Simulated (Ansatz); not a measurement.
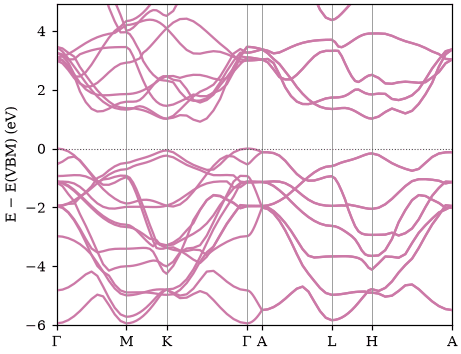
Band structure from r²SCAN+D4 (plane waves, PAW; program Ansatz)

Q: Read off the gap and where the band edges lie.

A: About 0.9 eV (0.91 eV by a search for the band edges); maximum at Γ, minimum on the K–Γ line, 41 % of the way from K.

Q: Which of these materials gives this?
(A) GaO, P6_3/mmc (Ga on 4f, O on 4f)
(B) Si2MoN4, P6_3/mmc (Mo on 2c, N on 4f, Si on 4f, N on 4e)
(C) GaN, P6_3/mmc (Ga on 2d, N on 2b)
(D) Te2Mo, P6_3/mmc (Te on 4f, Mo on 2c)

A: D, Te2Mo, P6_3/mmc (Te on 4f, Mo on 2c)

The cell was relaxed with r²SCAN+D4 under the symmetry of its start. The run is not spin-polarised. Spin–orbit coupling is left out wherever it is not named.

Potentials: the earlier of the program's two PAW sets.
